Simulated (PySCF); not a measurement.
# One shape, several levels: CH5AsS (SMILES CS[AsH2])

We compute a comparison of 6 runs (HF/STO-3G, HF/cc-pVTZ, B3LYP/6-31G*, PBE/6-311G**, MP2/def2-SVPD, CCSD(T)/def2-SVPD) of CH5AsS. 

The results are computed with PySCF 2.14.0.

## (1) Starting point

CH5AsS: 8 atoms, total charge 0, spin state singlet. SMILES: `CS[AsH2]`. Geometry: relaxed at PBE0-D4/def2-TZVP. This is one conformer, not always the lowest.

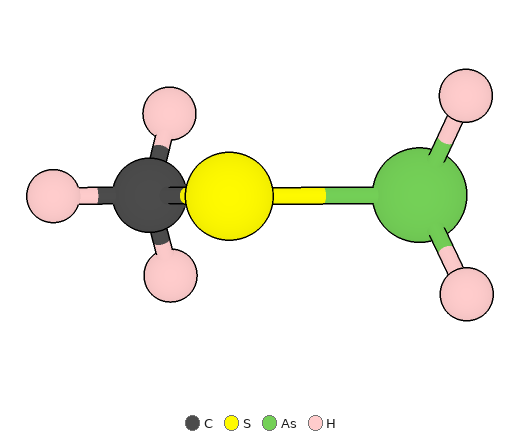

The structure, seen from a chosen angle (carbon dark grey, sulfur yellow, arsenic green, hydrogen pink).

## (2) Energy and forces at HF/STO-3G (run 1)

run.py reads:

```python
import pyscf.grad
from pyscf import gto, scf

mol = gto.Mole()
mol.atom = '''
C     -1.427121     2.109879    -0.798598
S     -0.466195     0.208626     1.877254
As     1.958890    -2.599885    -0.133793
H     -2.488202     1.000610    -2.171106
H      0.188406     3.002775    -1.710580
H     -2.657333     3.579708    -0.039117
H      4.176673    -2.476864     1.698675
H      0.889116    -4.932563     1.171630
'''
mol.max_memory = 1860
mol.verbose = 4
mol.unit = 'bohr'
mol.basis = 'sto-3g'
mol.build()

calc0 = scf.RHF(mol)
calc0.conv_tol = 1e-10
calc0.kernel()
if not calc0.converged:
    calc0 = calc0.newton().run(calc0.mo_coeff, calc0.mo_occ)

e_final = calc0.e_tot
print('E = %.10f Eh' % e_final)
grad = calc0.Gradients().kernel()
dip = calc0.dip_moment()
pop, q = calc0.mulliken_pop()
```

Started as:

```bash
$ OMP_NUM_THREADS=1 python run.py
```

Standard output:

```text
PySCF version 2.14.0

[... 60 lines left out ...]
converged SCF energy = -2642.78769333577
[... 12 lines left out ...]
Dipole moment(X, Y, Z, Debye):  0.03943, -0.03805, -0.02436
[... 7 lines left out ...]
pop of  1 S 2s            1.99689
pop of  1 S 3s            1.88048
pop of  1 S 2px           1.99210
pop of  1 S 2py           1.98585
pop of  1 S 2pz           1.98363
pop of  1 S 3px           1.61832
pop of  1 S 3py           1.31064
pop of  1 S 3pz           1.21497
pop of  2 As 1s           1.99999
pop of  2 As 2s           1.99936
pop of  2 As 3s           1.99858
pop of  2 As 4s           1.72308
pop of  2 As 2px          1.99963
pop of  2 As 2py          1.99963
pop of  2 As 2pz          1.99977
pop of  2 As 3px          1.98232
pop of  2 As 3py          1.98223
pop of  2 As 3pz          1.98935
pop of  2 As 4px          0.86187
pop of  2 As 4py          0.86142
pop of  2 As 4pz          1.37535
pop of  2 As 3dxy         1.99723
pop of  2 As 3dyz         1.99687
pop of  2 As 3dz^2        1.99957
pop of  2 As 3dxz         1.99464
pop of  2 As 3dx2-y2      1.99730
pop of  3 H 1s            0.93520
pop of  4 H 1s            0.93529
pop of  5 H 1s            0.93240
pop of  6 H 1s            1.09677
pop of  7 H 1s            1.09668
 ** Mulliken atomic charges  **
charge of    0C =     -0.26266
charge of    1S =      0.01718
charge of    2As =      0.24182
charge of    3H =      0.06480
charge of    4H =      0.06471
charge of    5H =      0.06760
charge of    6H =     -0.09677
charge of    7H =     -0.09668
```

Wall time 2.1 s (1 thread of Intel Xeon at 2.70GHz, shared host); peak memory 0.12 GiB.

## (3) Energy and forces at HF/cc-pVTZ (run 2)

geometry.xyz reads:

```xyz
8
CH5AsS
C     -0.755200     1.116500    -0.422600
S     -0.246700     0.110400     0.993400
As     1.036600    -1.375800    -0.070800
H     -1.316700     0.529500    -1.148900
H      0.099700     1.589000    -0.905200
H     -1.406200     1.894300    -0.020700
H      2.210200    -1.310700     0.898900
H      0.470500    -2.610200     0.620000
```

job.py reads:

```python
from pyscf import gto

mol = gto.Mole()
mol.atom = 'geometry.xyz'
mol.verbose = 3
mol.max_memory = 1860
mol.basis = 'cc-pvtz'
mol.charge = 0
mol.build()

mf = mol.RHF()
mf.conv_tol = 1e-10
mf.kernel()
if not mf.converged:
    mf = mf.newton().run(mf.mo_coeff, mf.mo_occ)

e_tot = mf.e_tot
print('Final energy', e_tot)
grad = mf.nuc_grad_method().kernel()
dip = mf.dip_moment()
pop, q = mf.mulliken_pop()
```

Started as:

```bash
$ OMP_NUM_THREADS=1 python job.py
```

Standard output:

```text
converged SCF energy = -2672.58707974599
Final energy -2672.5870797459916
[... 8 lines left out ...]
Dipole moment(X, Y, Z, Debye):  0.09096,  0.13890, -1.13246
[... 147 lines left out ...]
pop of  5 H 3dz^2         0.00030
pop of  5 H 3dxz          0.00032
pop of  5 H 3dx2-y2       0.00057
pop of  6 H 1s            0.22824
pop of  6 H 2s            0.54783
pop of  6 H 3s            0.23412
pop of  6 H 2px           0.00204
pop of  6 H 2py           0.00027
pop of  6 H 2pz           0.00164
pop of  6 H 3px           0.00849
pop of  6 H 3py           0.00244
pop of  6 H 3pz           0.00872
pop of  6 H 3dxy          0.00016
pop of  6 H 3dyz          0.00006
pop of  6 H 3dz^2         0.00021
pop of  6 H 3dxz          0.00051
pop of  6 H 3dx2-y2       0.00023
pop of  7 H 1s            0.22823
pop of  7 H 2s            0.54778
pop of  7 H 3s            0.23402
pop of  7 H 2px           0.00065
pop of  7 H 2py           0.00222
pop of  7 H 2pz           0.00108
pop of  7 H 3px           0.00413
pop of  7 H 3py           0.00883
pop of  7 H 3pz           0.00672
pop of  7 H 3dxy          0.00030
pop of  7 H 3dyz          0.00036
pop of  7 H 3dz^2         0.00016
pop of  7 H 3dxz          0.00009
pop of  7 H 3dx2-y2       0.00024
 ** Mulliken atomic charges  **
charge of    0C =     -0.24228
charge of    1S =     -0.22326
charge of    2As =      0.20682
charge of    3H =      0.10864
charge of    4H =      0.10863
charge of    5H =      0.11122
charge of    6H =     -0.03495
charge of    7H =     -0.03482
```

Wall time 1.7 min (1 thread of Intel Xeon at 2.70GHz, shared host); peak memory 1.1 GiB.

Runs 3 to 4 aren't shown in full; the table further down has their settings and results.

## (4) Energy and gradient at MP2/def2-SVPD (run 5)

run.py reads:

```python
# CS[AsH2]
import pyscf.grad
from pyscf import gto, scf, mp

system = gto.M(
    atom='''
C       -0.755200       1.116500      -0.422600
S       -0.246700       0.110400       0.993400
As       1.036600      -1.375800      -0.070800
H       -1.316700       0.529500      -1.148900
H        0.099700       1.589000      -0.905200
H       -1.406200       1.894300      -0.020700
H        2.210200      -1.310700       0.898900
H        0.470500      -2.610200       0.620000
''',
    basis='def2-svpd',
    verbose=4,
    max_memory=1860,
    charge=0,
)

mf = scf.RHF(system)
mf.conv_tol = 1e-10
mf.kernel()
if not mf.converged:
    mf = mf.newton().run(mf.mo_coeff, mf.mo_occ)

pt = mp.MP2(mf, frozen=15).run()
e_final = pt.e_tot
print('E = %.10f Eh' % e_final)
grad = pt.Gradients().kernel()
mf.analyze()
```

Started as:

```bash
$ OMP_NUM_THREADS=1 python run.py
```

Standard output:

```text
PySCF version 2.14.0

[... 95 lines left out ...]
MO #5   energy= -50.1617394049849  occ= 2
[... 11 lines left out ...]
MO #17  energy= -2.12875688041881  occ= 2
[... 11 lines left out ...]
MO #29  energy= -0.36465276628853  occ= 2
[... 11 lines left out ...]
MO #41  energy= 0.224005579121786  occ= 0
[... 11 lines left out ...]
MO #53  energy= 0.363850267100707  occ= 0
[... 11 lines left out ...]
MO #65  energy= 0.519994388695532  occ= 0
[... 11 lines left out ...]
MO #77  energy= 0.814928658480186  occ= 0
[... 11 lines left out ...]
MO #89  energy= 1.14639229247609   occ= 0
[... 11 lines left out ...]
MO #101 energy= 1.80547821451654   occ= 0
[... 11 lines left out ...]
MO #113 energy= 2.35330245951487   occ= 0
[... 11 lines left out ...]
MO #125 energy= 3.50314408231308   occ= 0
[... 97 lines left out ...]
pop of  4 H 2px           0.00131
pop of  4 H 2py           0.00089
pop of  4 H 2pz           0.00066
pop of  4 H 3px           0.00051
pop of  4 H 3py           0.00069
pop of  4 H 3pz           0.00052
pop of  5 H 1s            0.88360
pop of  5 H 2s            0.00771
pop of  5 H 2px           0.00077
pop of  5 H 2py           0.00110
pop of  5 H 2pz           0.00037
pop of  5 H 3px           0.00038
pop of  5 H 3py           0.00031
pop of  5 H 3pz           0.00068
pop of  6 H 1s            1.03822
pop of  6 H 2s            0.00418
pop of  6 H 2px           0.00252
pop of  6 H 2py           0.00029
pop of  6 H 2pz           0.00189
pop of  6 H 3px           0.00083
pop of  6 H 3py           0.00079
pop of  6 H 3pz           0.00108
pop of  7 H 1s            1.03801
pop of  7 H 2s            0.00418
pop of  7 H 2px           0.00087
pop of  7 H 2py           0.00273
pop of  7 H 2pz           0.00110
pop of  7 H 3px           0.00077
pop of  7 H 3py           0.00107
pop of  7 H 3pz           0.00084
 ** Mulliken atomic charges  **
charge of    0C =     -0.29596
charge of    1S =     -0.14046
charge of    2As =      0.24141
charge of    3H =      0.09467
charge of    4H =      0.09464
charge of    5H =      0.10507
charge of    6H =     -0.04979
charge of    7H =     -0.04957
Dipole moment(X, Y, Z, Debye):  0.11597,  0.11253, -1.16026
```

Run time: 43 s. Hardware: 1 thread of Intel Xeon at 2.70GHz, shared host; peak memory 2.1 GiB.

## (5) The energy at CCSD(T)/def2-SVPD (run 6)

start.xyz reads:

```xyz
8
CH5AsS
C     -0.755200     1.116500    -0.422600
S     -0.246700     0.110400     0.993400
As     1.036600    -1.375800    -0.070800
H     -1.316700     0.529500    -1.148900
H      0.099700     1.589000    -0.905200
H     -1.406200     1.894300    -0.020700
H      2.210200    -1.310700     0.898900
H      0.470500    -2.610200     0.620000
```

input.py reads:

```python
from pyscf import gto, scf, cc

system = gto.M(
    atom='start.xyz',
    charge=0,
    verbose=4,
    max_memory=1860,
    basis='def2-svpd',
)

calc0 = scf.RHF(system)
calc0.conv_tol = 1e-10
calc0.kernel()
if not calc0.converged:
    calc0 = calc0.newton().run(calc0.mo_coeff, calc0.mo_occ)

mycc = cc.CCSD(calc0, frozen=15)
mycc.kernel()
e_t = mycc.ccsd_t()
e_tot = mycc.e_tot + e_t
print('E(%s) = %.9f' % ('CCSD(T)', e_tot))
calc0.analyze()
```

Started as:

```bash
$ OMP_NUM_THREADS=1 python input.py
```

Standard output:

```text
PySCF version 2.14.0

[... 77 lines left out ...]
Init t2, MP2 energy = -2672.62417725709  E_corr(MP2) -0.540208723434767
[... 30 lines left out ...]
MO #5   energy= -50.1617394049849  occ= 2
[... 11 lines left out ...]
MO #17  energy= -2.12875688041881  occ= 2
[... 11 lines left out ...]
MO #29  energy= -0.36465276628853  occ= 2
[... 11 lines left out ...]
MO #41  energy= 0.224005579121786  occ= 0
[... 11 lines left out ...]
MO #53  energy= 0.363850267100707  occ= 0
[... 11 lines left out ...]
MO #65  energy= 0.519994388695532  occ= 0
[... 11 lines left out ...]
MO #77  energy= 0.814928658480186  occ= 0
[... 11 lines left out ...]
MO #89  energy= 1.14639229247609   occ= 0
[... 11 lines left out ...]
MO #101 energy= 1.80547821451654   occ= 0
[... 11 lines left out ...]
MO #113 energy= 2.35330245951487   occ= 0
[... 11 lines left out ...]
MO #125 energy= 3.50314408231308   occ= 0
[... 97 lines left out ...]
pop of  4 H 2px           0.00131
pop of  4 H 2py           0.00089
pop of  4 H 2pz           0.00066
pop of  4 H 3px           0.00051
pop of  4 H 3py           0.00069
pop of  4 H 3pz           0.00052
pop of  5 H 1s            0.88360
pop of  5 H 2s            0.00771
pop of  5 H 2px           0.00077
pop of  5 H 2py           0.00110
pop of  5 H 2pz           0.00037
pop of  5 H 3px           0.00038
pop of  5 H 3py           0.00031
pop of  5 H 3pz           0.00068
pop of  6 H 1s            1.03822
pop of  6 H 2s            0.00418
pop of  6 H 2px           0.00252
pop of  6 H 2py           0.00029
pop of  6 H 2pz           0.00189
pop of  6 H 3px           0.00083
pop of  6 H 3py           0.00079
pop of  6 H 3pz           0.00108
pop of  7 H 1s            1.03801
pop of  7 H 2s            0.00418
pop of  7 H 2px           0.00087
pop of  7 H 2py           0.00273
pop of  7 H 2pz           0.00110
pop of  7 H 3px           0.00077
pop of  7 H 3py           0.00107
pop of  7 H 3pz           0.00084
 ** Mulliken atomic charges  **
charge of    0C =     -0.29596
charge of    1S =     -0.14046
charge of    2As =      0.24141
charge of    3H =      0.09467
charge of    4H =      0.09464
charge of    5H =      0.10507
charge of    6H =     -0.04979
charge of    7H =     -0.04957
Dipole moment(X, Y, Z, Debye):  0.11597,  0.11253, -1.16026
```

It took 2.5 min on 1 thread of Intel Xeon at 2.70GHz, shared host; peak memory 1.8 GiB.

## (6) Overview of the runs

```
run                               level  Cartesian functions  integration grid   energy (Eh)  dipole moment (D) of the reference  HOMO energy (eV)  LUMO energy (eV)  wall time
  1                           HF/STO-3G                   no                 –  -2642.787693                                0.06             -6.97              8.73      2.1 s
  2                          HF/cc-pVTZ                   no                 –  -2672.587080                                1.14             -9.56              2.69    1.7 min
  3  B3LYP/6-31G* (Cartesian functions)                  yes                 5  -2674.939872                                1.10             -6.36             -0.66       31 s
  4                        PBE/6-311G**                   no                 5  -2674.599153                                1.18             -5.56             -1.45       50 s
  5                       MP2/def2-SVPD                   no                 –  -2672.624177                                1.17             -9.58              2.23       43 s
  6                   CCSD(T)/def2-SVPD                   no                 –  -2672.682376                                1.17             -9.58              2.23    2.5 min
```

## (7) Summary of results

| quantity | value |
| --- | --- |
| run 6: total energy | -2672.68238 Eh |
| run 6: dipole moment (Hartree–Fock density) | 1.17 D |
| run 6: HOMO energy (Hartree–Fock orbitals) | -9.58 eV |
| run 6: LUMO energy (Hartree–Fock orbitals) | 2.23 eV |
| run 6: HOMO–LUMO gap (Hartree–Fock orbitals) | 11.81 eV |
| run 6: correlation energy (15 core orbitals frozen) | -598.4 mEh |
| run 6: (T) correction | -19.33 mEh |
| run 6: T1 diagnostic | 0.010 |

**Reading.** Over runs 1, 2, 3, 4 the dipole moment (its size) runs from 0.06 D (HF/STO-3G) to 1.18 D (PBE/6-311G**). The two ends differ in method and basis. Over runs 1, 2, 3, 4 the HOMO–LUMO gap runs from 4.11 eV (PBE/6-311G**) to 15.69 eV (HF/STO-3G). Totals of different functionals can't be ranked against each other. In run 1 the basis is minimal, so the values are rough. All runs together took 6.4 min, the longest 2.5 min.
